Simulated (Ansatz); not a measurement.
Consider CH6Si···NH3.

```
atom    x (Å)    y (Å)    z (Å)
  Si  -1.3050   0.5013  -0.3875
   N   1.2632  -1.4619   2.1260
   H  -1.0385   1.0784   0.9630
   H  -2.5688   1.0965  -0.9104
   H  -1.5071  -0.9689  -0.2314
   H   2.1792  -1.3665   1.6935
   C   0.1345   0.8545  -1.5563
   H   0.6721  -1.9876   1.4862
   H   0.8643  -0.5306   2.2195
   H   0.2901   1.9373  -1.6751
   H  -0.0534   0.4292  -2.5537
   H   1.0694   0.4184  -1.1736
```

These are results of RKS B3LYP/def2-SVPD in Ansatz, not measurements.

What can the converged electron density and electron localisation function tell about the bonding?

Answer. C–Si (1.89 Å): the density is about 0.94 e/Å³ at the midpoint; the ELF peaks at about 0.95 between the atoms; a shared electron pair.
N–H (1.02 Å): ρ at the midpoint is about 2.8 e/Å³; the ELF climbs to about 1 towards the hydrogen, as it does in any bond to H (an ordinary covalent bond to hydrogen).
C–H (1.10 Å): ρ is about 1.9 e/Å³ halfway; the ELF climbs to about 1 towards the hydrogen; a covalent bond by its length.
Si–H (1.49 Å): ρ is about 0.76 e/Å³ halfway; the ELF climbs to about 1 towards the hydrogen.

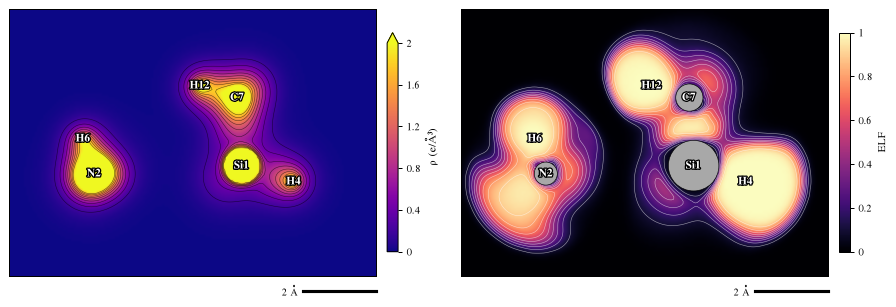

Computed electron density and electron localisation function on the plane of atoms H4, Si1 and C7, in this order. Grey discs cover the atomic cores in the ELF map. 
